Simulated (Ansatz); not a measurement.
## Scan of one atom of the cell for Ir (fcc, Cu type)

Ir (fcc, Cu type)

```
CELL_PARAMETERS angstrom
      3.83046     0.00000     0.00000
      0.00000     3.83046     0.00000
      0.00000     0.00000     3.83046
ATOMIC_POSITIONS crystal
  Ir 0.00000 0.00000 0.00000
  Ir 0.50000 0.50000 0.00000
  Ir 0.50000 0.00000 0.50000
  Ir 0.00000 0.50000 0.50000
```

In this cell atom 2 (Ir, nearest neighbour Ir at 2.709 Å; its periodic images, 3.8 Å or more away, move with it) is moved by s towards the nearest neighbour, unit vector (-0.707, -0.707, 0.000); all other atoms and the cell stay fixed.

Calculation: PBEsol (plane waves to 420 eV, PAW, scalar-relativistic; Ansatz, a quantum-chemistry and plane-wave program). k mesh 10×10×10 (Γ-centred), Fermi-Dirac smearing 0.05 eV. Energies are smeared free energies. With partly filled bands, energies and forces of such displacements shift with the k mesh and the smearing. F∥ is the force on the atom along that direction. Ir is run without spin polarisation. Ir was relaxed with its symmetry unable to fall. Spin-orbit coupling is left out, though Ir is heavy. ΔE is measured from the undisplaced structure.

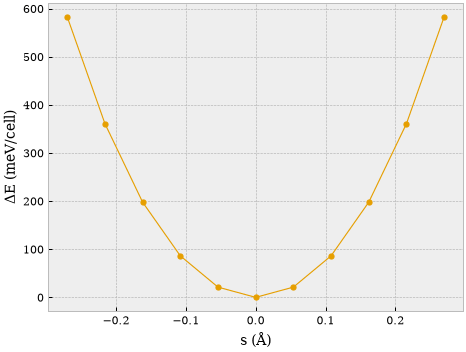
Figure: ΔE (meV/cell) against s (Å); computed points joined by lines.

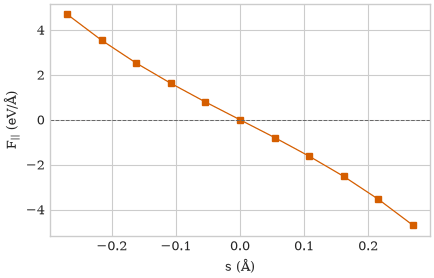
Figure: F∥ (eV/Å) against s (Å); markers are the computed points, lines only join them.

The energy at s = 0.270 Å is 583 meV/cell and the force along the line at s = -0.270 Å is 4.70 eV/Å. Harmonic estimate at the end of the scan: ½ks² = 530 meV/cell against the computed 583 meV/cell, so the well is stiffer than harmonic there. Shape of the curve: a single well with its minimum at or next to zero displacement. Symmetry of the curve: even: the same for both signs.

With its periodic images moving along, the atom's site symmetry in this cell is m-3m.

(A displaced cell: forces are minus the slopes of the energy, force constants its curvatures, and phonons follow from these.)
